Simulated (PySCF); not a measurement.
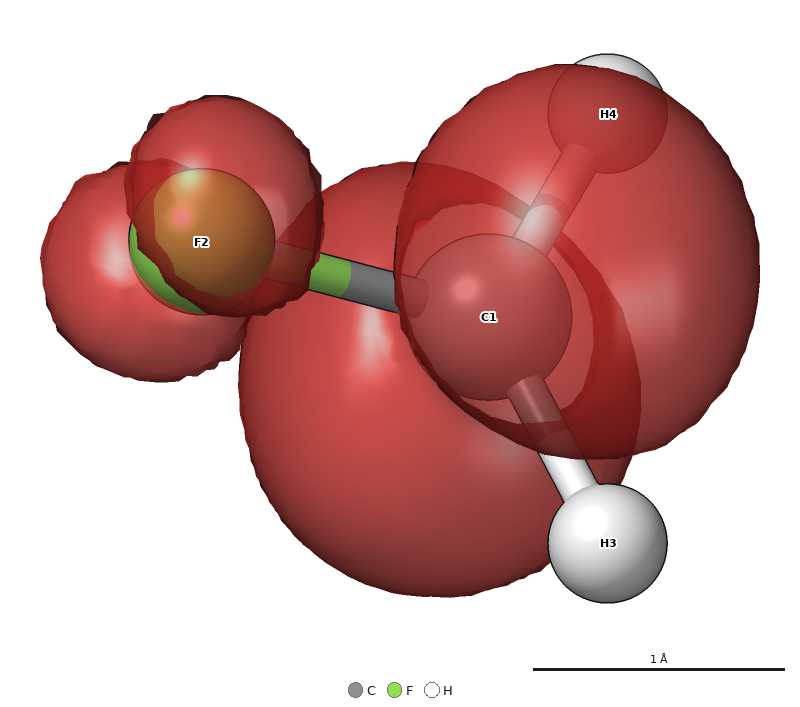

Figure 1: CH₂F (SMILES [CH2]F) (doublet). Isosurfaces of the spin density (α minus β) at +0.05 (red) and −0.05 e/Å³ (blue), seen at a tilt.

Geometry: GFN2-xTB.

Level of theory: UKS B3LYP, pcH-1 on C F H, non-relativistic, mean-field spin-orbit, GIAO (PySCF).

```xyz
4

C    -0.0946    0.0041    0.0783
F     1.2337   -0.0350   -0.0156
H    -0.5925   -0.9366   -0.0426
H    -0.5364    0.9722   -0.0430
```

### Which atoms carry the spin?

The unpaired spin (1 electron) lies mostly on C1 (about 0.8) and F2 (about 0.1), in electrons by Hirshfeld's partition.
